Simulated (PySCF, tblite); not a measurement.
# C₅H₄FO₃S−: a rotation path, then NMR shifts on frames, part 1 of 2

How do NMR shifts of C₅H₄FO₃S− (`C#C[C@@H]1C[C@]1(F)S(=O)(=O)[O-]`) change as the atoms move?

Programs: tblite 0.8.0 and PySCF 2.14.0, with density-fitted response routines of our own. Each step states its level of theory. These are calculated values for one molecule in the gas phase, unless marked as measured. Atoms are numbered from 0 throughout.

**1. The molecule as given**

14 atoms, charge -1, multiplicity 1; geometry from: GFN2-xTB.

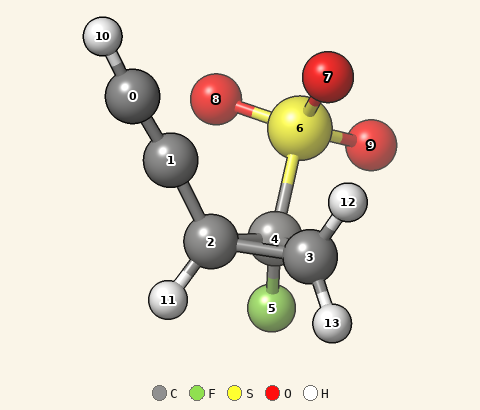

The starting geometry (carbon grey, fluorine green, sulfur yellow, oxygen red, hydrogen white), atoms numbered.

**2. The rotation path with GFN2-xTB**

Job settings and geometry (Å):

```
{"job": {"kind": "neb", "xc": "GFN2-xTB", "basis": "xTB", "atoms": [3, 4, 6, 9], "turn": 120}, "charge": -1, "multiplicity": 1}
C      2.211922     1.180804    -0.836020
C      1.529402     0.366320    -0.282842
C      0.837258    -0.686331     0.384077
C     -0.224065    -1.480882    -0.347514
C     -0.614293    -0.505979     0.699342
F     -1.053476    -0.986994     1.903442
S     -1.406937     1.055238     0.128799
O     -1.090551     1.065645    -1.293394
O     -0.762538     2.100048     0.905365
O     -2.819504     0.867694     0.418615
H      2.716528     1.961138    -1.321004
H      1.434956    -1.225872     1.116030
H     -0.462906    -1.170141    -1.353006
H     -0.296474    -2.541161    -0.144058
```

Level: GFN2-xTB climbing-image nudged elastic band, gas phase.

Command:

```console
> OMP_NUM_THREADS=1 python probes_run.py task.json out
```

One launch serves the whole session: the jobs run in the order shown.

The program printed:

```text
image   E - E0 / eV
  0      -0.0000
  1       0.0191
  2       0.0630
  3       0.1002
  4       0.1099
  5       0.0896
  6       0.0519
  7       0.0167
  8       0.0000
```

Run time: 5.6 s. Hardware: 1 thread of Arm Neoverse V1, shared host; peak memory 0.18 GiB.

The final band, with the dihedral C3–C4–S6–O9:

```csv
image,dihedral (°),energy (eV),energy (kcal/mol)
0,103,0.000,0.0
1,118,0.019,0.4
2,132,0.063,1.5
3,146,0.100,2.3
4,161,0.110,2.5
5,176,0.090,2.1
6,193,0.052,1.2
7,209,0.017,0.4
8,224,0.000,0.0
```

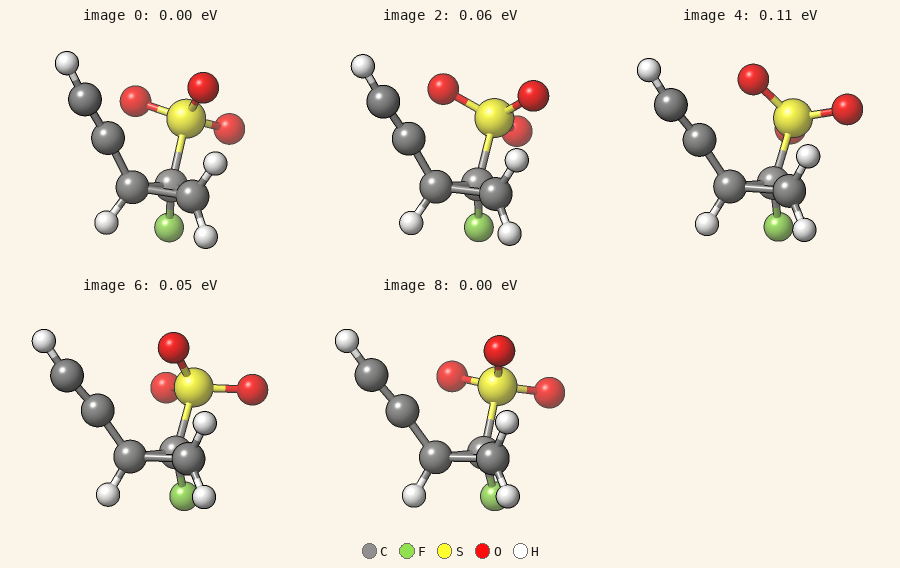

Images along the band.

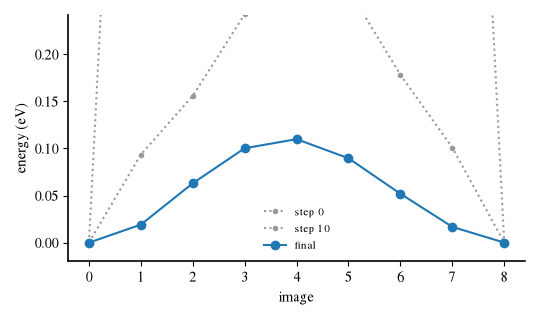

Energy along the band, early and final.

**3. NMR shieldings: image 0, PBE0/pcSseg-1**

Job settings and geometry (Å):

```
{"job": {"kind": "nmr", "xc": "PBE0", "basis": "pcSseg-1", "pop": false}, "charge": -1, "multiplicity": 1}
C      2.211900     1.180800    -0.836000
C      1.529400     0.366300    -0.282800
C      0.837300    -0.686300     0.384100
C     -0.224100    -1.480900    -0.347500
C     -0.614300    -0.506000     0.699300
F     -1.053500    -0.987000     1.903400
S     -1.406900     1.055200     0.128800
O     -1.090600     1.065600    -1.293400
O     -0.762500     2.100000     0.905400
O     -2.819500     0.867700     0.418600
H      2.716500     1.961100    -1.321000
H      1.435000    -1.225900     1.116000
H     -0.462900    -1.170100    -1.353000
H     -0.296500    -2.541200    -0.144100
```

Level: GIAO PBE0/pcSseg-1 NMR shielding, non-relativistic, gas phase.

The program printed:

```text
coarse grid: 13880 points
cycle   1  E = -915.3250140438  dE =  2.580e+00  |g| = 1.409e+00  |ddm| = 4.081e+00
cycle   2  E = -914.6535908407  dE =  6.714e-01  |g| = 2.400e+00  |ddm| = 3.605e+00
cycle   3  E = -915.6673592774  dE = -1.014e+00  |g| = 2.464e-01  |ddm| = 2.494e+00
cycle   4  E = -915.6783789768  dE = -1.102e-02  |g| = 1.299e-01  |ddm| = 3.854e-01
cycle   5  E = -915.6815075614  dE = -3.129e-03  |g| = 6.492e-02  |ddm| = 1.307e-01
cycle   6  E = -915.6824948184  dE = -9.873e-04  |g| = 9.334e-03  |ddm| = 5.211e-02
cycle   7  E = -915.6825128417  dE = -1.802e-05  |g| = 2.880e-03  |ddm| = 1.072e-02
cycle   8  E = -915.6825145284  dE = -1.687e-06  |g| = 7.883e-04  |ddm| = 3.740e-03
final grid: 134504 points
cycle   9  E = -915.7829517555  dE = -3.792e-05  |g| = 1.118e-02  |ddm| = 4.861e-02
cycle  10  E = -915.7829213844  dE =  3.037e-05  |g| = 1.683e-02  |ddm| = 2.793e-02
cycle  11  E = -915.7829753100  dE = -5.393e-05  |g| = 2.577e-03  |ddm| = 1.713e-02
cycle  12  E = -915.7829766418  dE = -1.332e-06  |g| = 6.709e-04  |ddm| = 2.434e-03
cycle  13  E = -915.7829767348  dE = -9.299e-08  |g| = 2.432e-04  |ddm| = 6.445e-04
cycle  14  E = -915.7829767486  dE = -1.377e-08  |g| = 4.754e-05  |ddm| = 2.384e-04
cycle  15  E = -915.7829767490  dE = -4.266e-10  |g| = 1.957e-05  |ddm| = 5.817e-05
converged SCF energy = -915.7829767490

GIAO shielding tensors (ppm)
atom      isotropic    diamagn.    paramagn.     s11        s22        s33       span
  0 C      115.039     265.486    -150.447     41.606     51.306    252.206    210.600
  1 C       95.893     253.930    -158.037     -8.013      1.369    294.323    302.336
  2 C      173.003     254.126     -81.124    146.322    161.596    211.090     64.768
  3 C      164.732     255.898     -91.165    144.080    158.279    191.838     47.758
  4 C       90.664     251.107    -160.443     49.419     73.499    149.076     99.657
  5 F      384.428     474.120     -89.692    322.090    383.693    447.501    125.411
  6 S      195.593    1048.336    -852.743     53.923    250.374    282.482    228.560
  7 O      100.826     405.169    -304.343     68.164     96.915    137.399     69.235
  8 O      116.880     401.981    -285.101     71.140    103.145    176.354    105.214
  9 O      114.840     397.860    -283.020     70.694    101.654    172.171    101.477
 10 H       30.748      36.375      -5.626     25.154     25.875     41.216     16.062
 11 H       30.150      30.689      -0.539     23.293     28.724     38.433     15.140
 12 H       29.798      31.645      -1.847     23.811     29.494     36.087     12.276
 13 H       31.017      31.753      -0.736     26.214     27.543     39.295     13.081
```

It took 29 s on 1 thread of Arm Neoverse V1, shared host; peak memory 1 GiB.

Shifts follow as δ = σ(reference) − σ, with reference shieldings (ppm) from runs at the same level and on the same kind of geometry: 1H TMS 31.72, 13C TMS 186.9, 19F CFCl3 170.9, 17O H2O 336.1, 33S CS2 504. The references are single molecules in the gas phase, so shifts against H2O, NH3, PH3, H3PO4 or CFCl3 are not on the usual liquid scales and can be off by tens of ppm. Each atom is listed at this fixed geometry, with no averaging over motion; a spectrum would average atoms that exchange fast.

```csv
atoms,environment,σ (ppm),δ (ppm)
C4,three-membered-ring carbon bearing a halogen,90.7,96.3
C1,alkyne carbon,95.9,91.0
C0,terminal alkyne carbon,115.0,71.9
C3,three-membered-ring carbon,164.7,22.2
C2,three-membered-ring carbon,173.0,13.9
H12,hydrogen on a three-membered-ring carbon,29.80,1.92
H11,hydrogen on a three-membered-ring carbon,30.15,1.57
H10,hydrogen on a terminal alkyne carbon,30.75,0.97
H13,hydrogen on a three-membered-ring carbon,31.02,0.70
F5,fluorine on an sp3 carbon,384.4,-213.5
S6,sulfonyl sulfur,196,308
O7,oxygen of an anionic S–O group,100.8,235.3
O9,oxygen of an anionic S–O group,114.8,221.2
O8,oxygen of an anionic S–O group,116.9,219.2
```

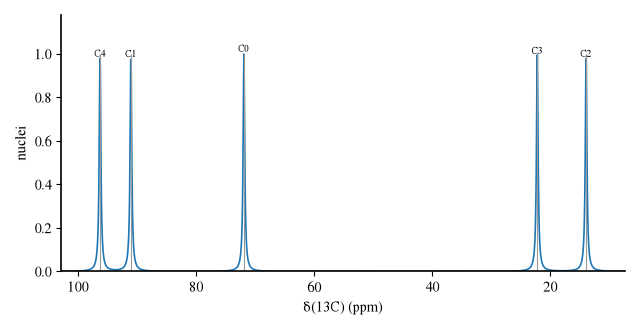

13C lines at the computed shifts, without couplings. Lines are broadened to a width of 0.33 ppm (Lorentzian).

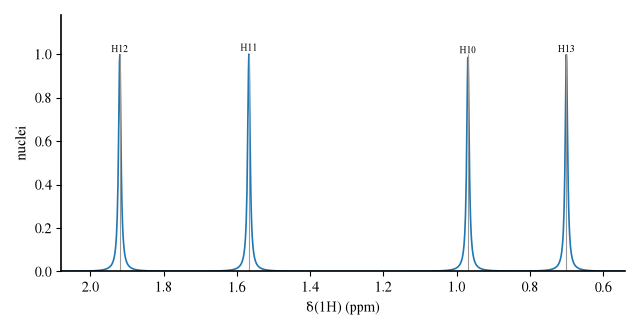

1H lines at the computed shifts, without couplings. Lines are broadened to a width of 0.01 ppm (Lorentzian).

Ring of atoms C2, C3, C4: NICS(0) -38.4, NICS(1) -8.2, NICS(1)zz -19.9 ppm (means of both faces).

In rings of three or four atoms NICS is ruled by the nearby σ bonds, so it says little on aromaticity.

**4. NMR shieldings: image 2, PBE0/pcSseg-1**

Job settings and geometry (Å):

```
{"job": {"kind": "nmr", "xc": "PBE0", "basis": "pcSseg-1", "pop": false}, "charge": -1, "multiplicity": 1}
C      2.303300     1.198700    -0.690600
C      1.568600     0.400700    -0.181200
C      0.834600    -0.666800     0.413200
C     -0.164500    -1.455400    -0.405400
C     -0.637900    -0.521300     0.645800
F     -1.127000    -1.063700     1.804200
S     -1.482300     1.026500     0.083800
O     -1.728000     0.758900    -1.328200
O     -0.521100     2.086900     0.334100
O     -2.682700     1.103400     0.897800
H      2.835000     1.998300    -1.110600
H      1.389300    -1.220600     1.168900
H     -0.359200    -1.122500    -1.413600
H     -0.228600    -2.523300    -0.240300
```

Method: GIAO PBE0/pcSseg-1 NMR shielding, non-relativistic, gas phase.

The program printed:

```text
coarse grid: 13880 points
cycle   1  E = -915.3180068266  dE =  2.574e+00  |g| = 1.415e+00  |ddm| = 4.077e+00
cycle   2  E = -914.6327437796  dE =  6.853e-01  |g| = 2.419e+00  |ddm| = 3.658e+00
cycle   3  E = -915.6630077124  dE = -1.030e+00  |g| = 2.487e-01  |ddm| = 2.561e+00
cycle   4  E = -915.6742076069  dE = -1.120e-02  |g| = 1.317e-01  |ddm| = 4.039e-01
cycle   5  E = -915.6774220984  dE = -3.214e-03  |g| = 6.555e-02  |ddm| = 1.351e-01
cycle   6  E = -915.6784257262  dE = -1.004e-03  |g| = 9.683e-03  |ddm| = 5.234e-02
cycle   7  E = -915.6784451613  dE = -1.944e-05  |g| = 3.039e-03  |ddm| = 1.106e-02
cycle   8  E = -915.6784469264  dE = -1.765e-06  |g| = 9.696e-04  |ddm| = 3.719e-03
final grid: 134504 points
cycle   9  E = -915.7790555424  dE = -3.627e-05  |g| = 1.112e-02  |ddm| = 4.763e-02
cycle  10  E = -915.7790237218  dE =  3.182e-05  |g| = 1.696e-02  |ddm| = 2.782e-02
cycle  11  E = -915.7790787468  dE = -5.502e-05  |g| = 2.607e-03  |ddm| = 1.685e-02
cycle  12  E = -915.7790801364  dE = -1.390e-06  |g| = 6.820e-04  |ddm| = 2.431e-03
cycle  13  E = -915.7790802339  dE = -9.751e-08  |g| = 2.346e-04  |ddm| = 6.591e-04
cycle  14  E = -915.7790802467  dE = -1.280e-08  |g| = 4.696e-05  |ddm| = 2.485e-04
cycle  15  E = -915.7790802471  dE = -4.018e-10  |g| = 2.041e-05  |ddm| = 6.022e-05
converged SCF energy = -915.7790802471

GIAO shielding tensors (ppm)
atom      isotropic    diamagn.    paramagn.     s11        s22        s33       span
  0 C      113.145     265.941    -152.796     40.018     52.093    247.324    207.307
  1 C       95.255     253.704    -158.449    -11.628      2.096    295.298    306.926
  2 C      169.974     254.195     -84.221    141.751    162.332    205.840     64.089
  3 C      161.658     255.660     -94.002    138.425    157.505    189.044     50.619
  4 C       89.345     251.719    -162.374     49.378     72.466    146.191     96.813
  5 F      372.107     474.099    -101.992    299.280    366.421    450.621    151.341
  6 S      197.996    1048.271    -850.274     52.561    255.975    285.453    232.892
  7 O      102.411     403.387    -300.976     50.661     99.969    156.601    105.940
  8 O       95.266     403.784    -308.518     54.439     91.576    139.783     85.343
  9 O      116.961     397.401    -280.440     81.170    109.872    159.841     78.671
 10 H       30.678      36.009      -5.331     25.258     25.953     40.824     15.566
 11 H       30.012      30.691      -0.679     23.203     28.699     38.134     14.931
 12 H       29.866      31.852      -1.986     24.562     29.001     36.034     11.472
 13 H       30.885      31.780      -0.894     26.157     27.646     38.852     12.694
```

Wall time 29 s (1 thread of Arm Neoverse V1, shared host); peak memory 0.87 GiB.

Key values: δ C4 97.6, C1 91.7, C0 73.8, C3 25.3, H12 1.85, H11 1.70 ppm.

(Continued in part 2 of 2.)
